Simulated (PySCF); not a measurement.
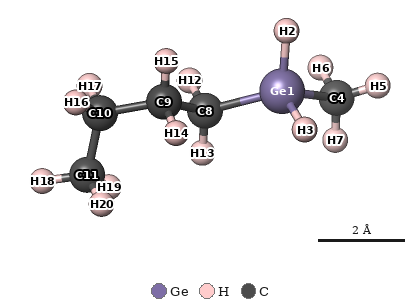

Figure 1. The starting structure (ball-and-stick view, seen at a tilt; atoms are numbered from 1 in the order of the input). Sticks mark near contacts. Bond lengths as drawn: C–C 1.53 to 1.56 Å, C–Ge 1.92 to 2.03 Å, C–H 1.01 to 1.19 Å and Ge–H 1.41 to 1.49 Å.

# Run report: C5H14Ge, geometry relaxation

System: C5H14Ge (GeH2Me(nBu)), SMILES [H][Ge]([H])([CH3])[CH2]CCC.
Method: PBE0-D3(BJ)/def2-SVP geometry optimisation, gas phase (PySCF 2.14.0).

It belongs to a series of runs on one base structure; here: one ligand: Cl to nBu.

Input:
```
{"job": {"xc": "PBE0", "basis": "def2-SVP", "d3": "d3bj", "grid": 1, "maxiter": 40, "shake": 0.03, "kind": "geom"}, "charge": 0, "multiplicity": 1}
Ge     0.732590     1.808190     0.707060
H      0.705340     1.887630     2.194400
H      2.051510     1.879970     0.226290
C     -0.132360     3.515480     0.028180
H      0.246510     4.386830     0.375920
H     -1.279970     3.541050     0.359530
H     -0.192990     3.534120    -1.047000
C     -0.186670     0.254700     0.055480
C      0.422850    -1.016940     0.647980
C     -0.329540    -2.315400     0.231810
C     -0.308990    -2.604050    -1.268370
H     -1.258940     0.267490     0.414540
H     -0.326650     0.268650    -1.049060
H      1.402520    -1.080130     0.233180
H      0.473460    -1.012350     1.681570
H      0.125770    -3.108470     0.756350
H     -1.355280    -2.194240     0.522630
H     -0.776930    -3.537110    -1.489950
H     -0.821170    -1.853810    -1.847650
H      0.671340    -2.607440    -1.633560
```

The first line tells a small driver script what to run in PySCF; the rest is the geometry in Å.

Hardware: 1 CPU thread, shared host.

Launch command:
```bash
OMP_NUM_THREADS=1 python <driver script> task.json out
```

What the program printed:
```
step   0  E = -2275.03039840  max force = 0.078640
step   1  E = -2275.06787577  max force = 0.009373
step   2  E = -2275.06915765  max force = 0.002526
step   3  E = -2275.06935042  max force = 0.000647
step   4  E = -2275.06936857  max force = 0.000372
step   5  E = -2275.06938877  max force = 0.000317
step   6  E = -2275.06939454  max force = 0.000226
optimisation converged
```

Trajectory as extended XYZ (Å, eV, eV/Å), 5 of the 7 frames kept, from step=0 to step=6:
```
20
Properties=species:S:1:pos:R:3:forces:R:3 step=0 energy=-61906.73038
Ge    0.7326    1.8082    0.7071   -3.0761   1.9056  -0.3714
H     0.7053    1.8876    2.1944    0.0117  -0.1365   1.0147
H     2.0515    1.8800    0.2263    3.0430  -0.0990  -0.9646
C    -0.1324    3.5155    0.0282   -4.0438  -3.9004   0.3396
H     0.2465    4.3868    0.3759    1.8118   3.1473   1.3415
H    -1.2800    3.5410    0.3595    2.2105  -0.2197  -0.5026
H    -0.1930    3.5341   -1.0470    0.2400  -0.0245  -0.8687
C    -0.1867    0.2547    0.0555   -1.8823  -0.5687   0.6273
C     0.4229   -1.0169    0.6480   -1.4546  -0.7655  -3.6418
C    -0.3295   -2.3154    0.2318    0.4548   2.0527  -1.3733
C    -0.3090   -2.6040   -1.2684   -0.8598   0.6803   1.4071
H    -1.2589    0.2675    0.4145    0.6659   0.3880  -0.1216
H    -0.3266    0.2686   -1.0491    0.5889  -0.1820   0.3492
H     1.4025   -1.0801    0.2332    1.5276  -0.2981  -0.1284
H     0.4735   -1.0124    1.6816    0.1877   0.3918   2.6329
H     0.1258   -3.1085    0.7563    0.4889  -1.4920   0.9241
H    -1.3553   -2.1942    0.5226   -0.9995  -0.1730   0.6059
H    -0.7769   -3.5371   -1.4900   -0.4509  -1.1123  -0.2440
H    -0.8212   -1.8538   -1.8477   -0.5578   0.6533  -0.2922
H     0.6713   -2.6074   -1.6336    2.0940  -0.2472  -0.7337
20
Properties=species:S:1:pos:R:3:forces:R:3 step=2 energy=-61907.78507
Ge    0.6855    1.8839    0.6986    0.0872   0.1115  -0.0802
H     0.6800    1.9229    2.2447    0.0387  -0.0173  -0.0054
H     2.1577    1.8608    0.2080   -0.0771  -0.0224   0.0626
C    -0.2023    3.4836    0.0099   -0.1299   0.0013  -0.0277
H     0.2791    4.4065    0.3683    0.0258  -0.0645  -0.0437
H    -1.2521    3.4977    0.3398   -0.0007   0.0048   0.0312
H    -0.2025    3.4813   -1.0910    0.0690   0.0314   0.0263
C    -0.2347    0.2616    0.1027   -0.0586  -0.0963   0.0491
C     0.4119   -1.0257    0.6106   -0.1114  -0.0487  -0.0961
C    -0.3321   -2.3038    0.2117    0.0860   0.1127  -0.0400
C    -0.3114   -2.5912   -1.2831   -0.0171   0.0148  -0.0005
H    -1.2779    0.3275    0.4595    0.0018  -0.0004   0.0151
H    -0.2937    0.2685   -0.9980    0.0639   0.0501  -0.0171
H     1.4495   -1.0896    0.2331    0.0026   0.0095   0.0762
H     0.4811   -0.9859    1.7115    0.0450  -0.0043  -0.0114
H     0.1189   -3.1537    0.7523   -0.0428  -0.0022  -0.0004
H    -1.3788   -2.2285    0.5571    0.0188  -0.0600   0.0414
H    -0.7878   -3.5572   -1.5130    0.0158   0.0190  -0.0021
H    -0.8503   -1.8190   -1.8557    0.0220  -0.0169   0.0076
H     0.7224   -2.6254   -1.6677   -0.0391  -0.0224   0.0149
20
Properties=species:S:1:pos:R:3:forces:R:3 step=3 energy=-61907.79032
Ge    0.6796    1.8903    0.6971    0.0055  -0.0333   0.0064
H     0.6870    1.9295    2.2434    0.0111   0.0135   0.0010
H     2.1497    1.8509    0.2165   -0.0118   0.0083   0.0023
C    -0.2107    3.4826   -0.0024    0.0122   0.0123  -0.0102
H     0.2896    4.3979    0.3472   -0.0124  -0.0167  -0.0038
H    -1.2588    3.5091    0.3306    0.0008   0.0103   0.0013
H    -0.1954    3.4775   -1.1023   -0.0019   0.0017   0.0008
C    -0.2399    0.2599    0.1119    0.0109  -0.0126   0.0105
C     0.4082   -1.0274    0.6150   -0.0060   0.0287   0.0184
C    -0.3261   -2.3048    0.2114   -0.0027  -0.0129  -0.0081
C    -0.3143   -2.5864   -1.2836   -0.0020  -0.0070  -0.0101
H    -1.2841    0.3255    0.4652   -0.0043  -0.0062  -0.0147
H    -0.2827    0.2769   -0.9899   -0.0014   0.0115   0.0001
H     1.4500   -1.0823    0.2495    0.0044  -0.0046   0.0104
H     0.4813   -0.9923    1.7165   -0.0086   0.0012  -0.0178
H     0.1267   -3.1580    0.7455    0.0098   0.0098  -0.0089
H    -1.3701   -2.2466    0.5683    0.0020  -0.0118   0.0108
H    -0.7893   -3.5521   -1.5153   -0.0060   0.0069   0.0058
H    -0.8551   -1.8137   -1.8522    0.0098   0.0044   0.0008
H     0.7167   -2.6224   -1.6731   -0.0094  -0.0035   0.0050
20
Properties=species:S:1:pos:R:3:forces:R:3 step=4 energy=-61907.79081
Ge    0.6781    1.8902    0.6980   -0.0141  -0.0191   0.0078
H     0.6886    1.9375    2.2440    0.0037   0.0095  -0.0009
H     2.1474    1.8502    0.2179    0.0029   0.0050  -0.0055
C    -0.2109    3.4809   -0.0089    0.0167  -0.0023  -0.0028
H     0.2917    4.3957    0.3372   -0.0044  -0.0002   0.0024
H    -1.2588    3.5124    0.3241   -0.0006   0.0052  -0.0017
H    -0.1945    3.4722   -1.1087   -0.0061  -0.0029  -0.0019
C    -0.2406    0.2585    0.1149    0.0127   0.0043   0.0044
C     0.4074   -1.0277    0.6189    0.0043   0.0119   0.0071
C    -0.3236   -2.3063    0.2127   -0.0100  -0.0096  -0.0005
C    -0.3160   -2.5841   -1.2830   -0.0020  -0.0019  -0.0024
H    -1.2862    0.3229    0.4642   -0.0048  -0.0023  -0.0103
H    -0.2794    0.2772   -0.9871   -0.0035   0.0042   0.0006
H     1.4507   -1.0806    0.2572    0.0031  -0.0061   0.0035
H     0.4782   -0.9935    1.7202   -0.0131   0.0014  -0.0043
H     0.1331   -3.1594    0.7432    0.0151   0.0047  -0.0072
H    -1.3666   -2.2535    0.5733    0.0012  -0.0057   0.0075
H    -0.7929   -3.5486   -1.5153   -0.0073   0.0031   0.0030
H    -0.8570   -1.8093   -1.8483    0.0055   0.0047   0.0000
H     0.7137   -2.6205   -1.6752    0.0007  -0.0039   0.0010
20
Properties=species:S:1:pos:R:3:forces:R:3 step=6 energy=-61907.79152
Ge    0.6734    1.8914    0.6970   -0.0051   0.0116   0.0005
H     0.6859    1.9634    2.2419   -0.0070  -0.0049  -0.0003
H     2.1429    1.8493    0.2179    0.0077  -0.0030  -0.0042
C    -0.2101    3.4752   -0.0325    0.0005  -0.0049   0.0051
H     0.2959    4.3918    0.3028    0.0055   0.0092   0.0001
H    -1.2582    3.5182    0.2987   -0.0010  -0.0040  -0.0020
H    -0.1927    3.4524   -1.1320   -0.0027  -0.0032  -0.0022
C    -0.2402    0.2551    0.1207    0.0017   0.0087  -0.0081
C     0.4066   -1.0283    0.6322    0.0068  -0.0091  -0.0085
C    -0.3159   -2.3110    0.2218   -0.0086   0.0042   0.0051
C    -0.3220   -2.5777   -1.2759   -0.0016   0.0044   0.0050
H    -1.2902    0.3174    0.4566    0.0004   0.0023   0.0038
H    -0.2678    0.2736   -0.9818   -0.0009  -0.0062   0.0002
H     1.4537   -1.0787    0.2812   -0.0010  -0.0008   0.0003
H     0.4657   -0.9933    1.7337   -0.0056   0.0028   0.0089
H     0.1566   -3.1626    0.7403    0.0075  -0.0015  -0.0015
H    -1.3553   -2.2726    0.5946    0.0011  -0.0010   0.0012
H    -0.8077   -3.5370   -1.5102   -0.0024  -0.0013  -0.0017
H    -0.8621   -1.7949   -1.8308   -0.0002   0.0002  -0.0007
H     0.7040   -2.6178   -1.6770    0.0050  -0.0036  -0.0009
```

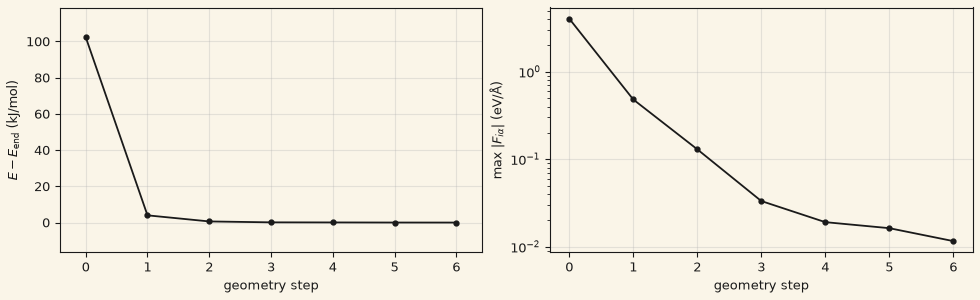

Figure 2. Progress of the relaxation, step by step (steps are counted from 0).

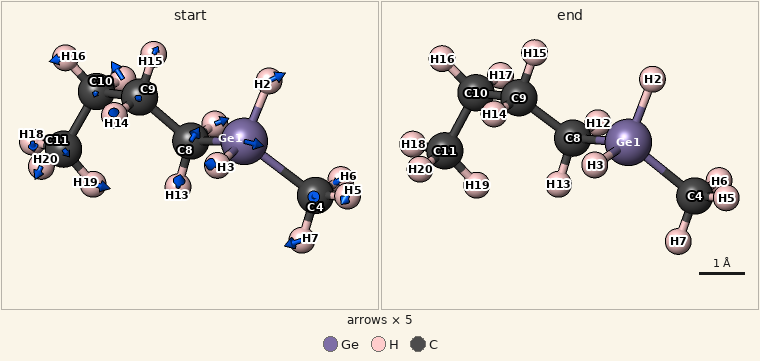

Figure 3. Before (left) and after (right) the relaxation, at one scale (ball-and-stick view, seen at a tilt). The blue arrows give the displacements, magnified 5 times. H17 moves most after the best rigid fit: 0.100 Å. By element the largest moves are H 0.100 Å, Ge 0.097 Å, C 0.094 Å. Distances before and after: Ge1–H3 1.406 → 1.546 Å, C4–H6 1.195 → 1.100 Å, C4–H5 1.012 → 1.099 Å, Ge1–C4 2.031 → 1.955 Å. Among the angles that change: Ge1–C4–H5 116.7° → 110.7°, Ge1–C8–H13 112.8° → 106.9°, H6–C4–H7 102.9° → 108.5°. After 6 geometry steps the energy has fallen by 102.4 kJ/mol. Largest force component: 4 eV/Å at the start, 0.012 eV/Å at the end. (Atoms are counted from 1 in the order of the input.)

Key numbers:

```json
{"quantity": "outcome", "value": "converged"}
{"quantity": "total energy", "value": "−2275.069395 hartree"}
{"quantity": "dipole moment", "value": "0.76 D"}
{"quantity": "point group", "value": "C1"}
{"quantity": "wall time", "value": "3.7 min"}
{"quantity": "peak memory", "value": "0.72 GiB"}
```
